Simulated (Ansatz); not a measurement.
A series of calculations on CH₃Br₂

Part 1: Relaxation

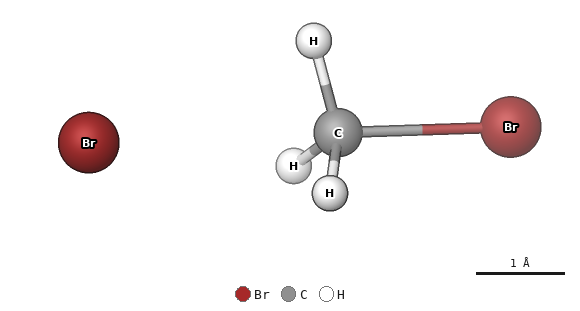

This is the input geometry for a relaxation of CH$_{3}$Br$_{2}$ (charge −1) (started from a transition state, displaced along its imaginary mode). Style: ball-and-stick. Shown at a tilt.

Theory: RKS PBE0-D4/def2-TZVPD (Ansatz).

Input
```yaml
crystal:
  periodic: [false, false, false]
  atoms:
    - {symbol: Br, position_ang: [-1.939182, 1.327153, 1.140957]}
    - {symbol: C, position_ang: [0.222669, -0.151402, -0.130275]}
    - {symbol: Br, position_ang: [1.708453, -1.184029, -1.016484]}
    - {symbol: H, position_ang: [0.727408, 0.647290, 0.449239]}
    - {symbol: H, position_ang: [-0.406635, 0.241933, -0.954689]}
    - {symbol: H, position_ang: [-0.312814, -0.880944, 0.511152]}
basis:
  gaussian: {orbitals: def2-TZVPD}
total_charge: -1
hamiltonian: {xc: pbe0, dispersion: d4}
relax: {f_tol: 0.005, max_steps: 200}
```

Launched with:
```bash
ansatz run in.yaml --threads 4 --pin off --events-out ev --progress --plain --max-ram 9574MiB
```

Q: What does the optimiser find from here?

A: The atom that moves furthest after the best rigid fit is Br1 (0.27 Å). By element the largest moves are Br 0.27 Å, C 0.08 Å, H 0.06 Å. Among the contacts that change: Br1–C2 2.911 → 3.259 Å, C2–Br3 2.015 → 1.977 Å, C2–H4 1.108 → 1.083 Å. Bond angles that change, for instance: Br3–C2–H4 105.3° → 107.7°. After 5 geometry steps the energy has fallen by 0.110 eV. The largest force component goes from 0.78 to 0.0025 eV/Å.

Step by step:

```json
{"step": "0", "E − E(0), eV": "0.0000", "largest force component, eV/Å": "0.7759"}
{"step": "1", "E − E(0), eV": "-0.0916", "largest force component, eV/Å": "0.3535"}
{"step": "2", "E − E(0), eV": "-0.1055", "largest force component, eV/Å": "0.1847"}
{"step": "3", "E − E(0), eV": "-0.1086", "largest force component, eV/Å": "0.1283"}
{"step": "4", "E − E(0), eV": "-0.1094", "largest force component, eV/Å": "0.0482"}
{"step": "5", "E − E(0), eV": "-0.1095", "largest force component, eV/Å": "0.0025"}
```

Final geometry:

```xyz
6

Br   -2.1331    1.4689    1.2619
C     0.2801   -0.1924   -0.1654
Br    1.7414   -1.2032   -1.0333
H     0.7301    0.6029    0.4151
H    -0.3547    0.2044   -0.9475
H    -0.2640   -0.8807    0.4690
```

The end point in the same view:

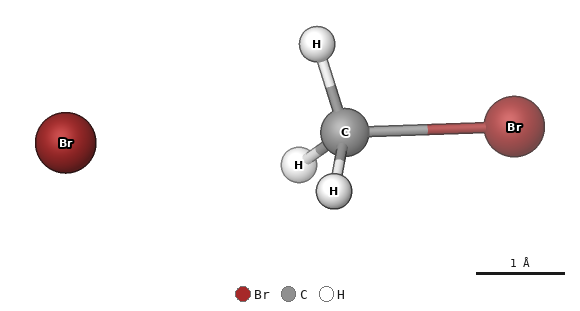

Limits of the set-up: the start holds two separate molecules, 2.8 Å apart at their closest, whose relative position is a soft coordinate.

Part 2: Relaxation

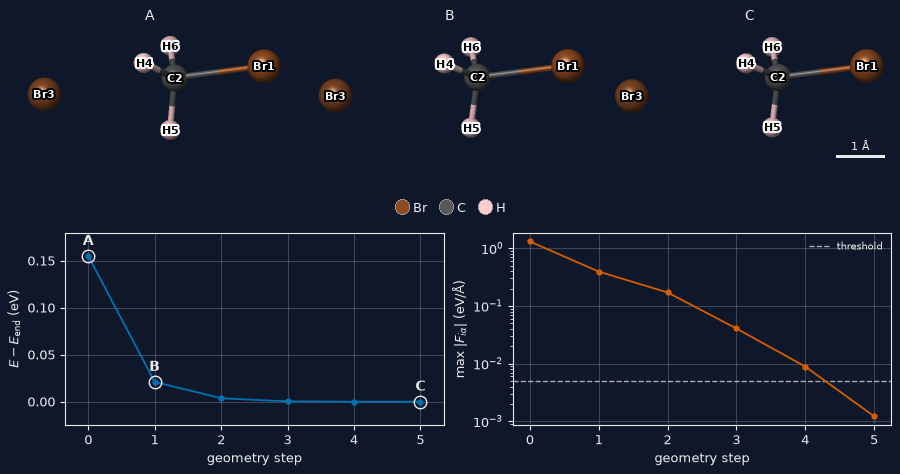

Frames of a relaxation of CH3Br2 (charge −1) (started from a transition state, displaced along its imaginary mode), marked on the history of the run. The picture is a ball-and-stick view, seen at a tilt.

Level of theory: RKS PBE0-D4/def2-TZVPD (Ansatz 0.2.0). Settings: force threshold 0.005 eV/Å; at most 200 steps.

> What happens along the run?

Over 5 geometry steps the energy falls by 0.155 eV. Largest force component: 1.3 eV/Å at the start, 0.0012 eV/Å at the end. Br3 moves most after the best rigid fit: 0.28 Å. By element the largest moves are Br 0.28 Å, C 0.08 Å, H 0.07 Å. Some distances before and after: C2–Br3 2.899 → 3.258 Å, C2–H5 1.122 → 1.083 Å, C2–H4 1.113 → 1.083 Å, Br1–C2 1.997 → 1.977 Å. Bond angles that change, for instance: Br1–C2–H4 104.6° → 107.7°, H4–C2–H5 113.2° → 111.2°. The run took 22 s on 4 threads of Arm Neoverse V1 (shared host). From step 0 to 1: Br3 moves most (0.20 Å), energy −0.134 eV. From step 1 to 5: Br3 moves most (0.08 Å), energy −0.021 eV.

Limits of the set-up: the start holds two separate molecules, 2.8 Å apart at their closest, whose relative position is a soft coordinate.

Part 3: Reaction

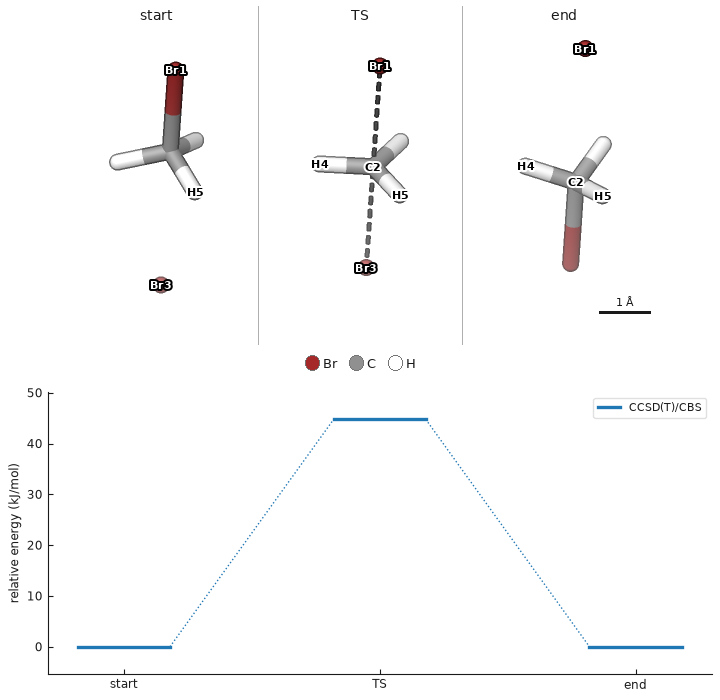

A reaction step of CH3Br2 (charge −1), with its energy diagram. The picture is a stick view, seen from a free direction. Dashed sticks mark bonds that form or break.

Stationary points at PBE0-D4/def2-TZVPD, single-point energies with CCSD(T)/CBS (def2-TZVPPD where no basis is named; Ansatz 0.2.0). The energies are electronic, without zero-point or thermal terms, and both ends are the minima reached downhill from the saddle, with any fragments still in contact. CCSD(T)/CBS stands for a frozen-core estimate: MP2 correlation extrapolated from def2-TZVPPD and def2-QZVPPD, CCSD(T) minus MP2 from the smaller set.

Question: What happens, and what does it cost?

Answer: From the start over the saddle to the end, a bond forms: Br–C (3.26 → 2.46 → 1.98 Å). A bond breaks: Br–C (1.98 → 2.45 → 3.26 Å). The saddle has one imaginary mode, 358i cm⁻¹. With CCSD(T)/CBS the barrier is 44.8 kJ/mol from the start and 44.8 kJ/mol from the end, and the end lies 0.0 kJ/mol above the start.
